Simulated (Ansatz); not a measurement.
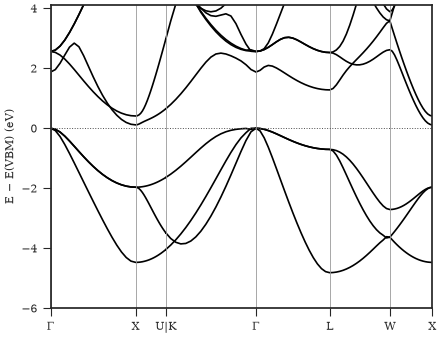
Fig. 1. Band structure from the program Ansatz at the PBEsol level (PAW)

Read off the gap and where the band edges lie.

About 0.1 eV (0.11 eV by a search for the band edges); maximum at Γ, minimum at X.

The material is Mg2Si (fluorite or antifluorite type, Fm-3m).

The PBEsol relaxation kept the symmetry of its start.

Potentials: the later of the program's two PAW sets.
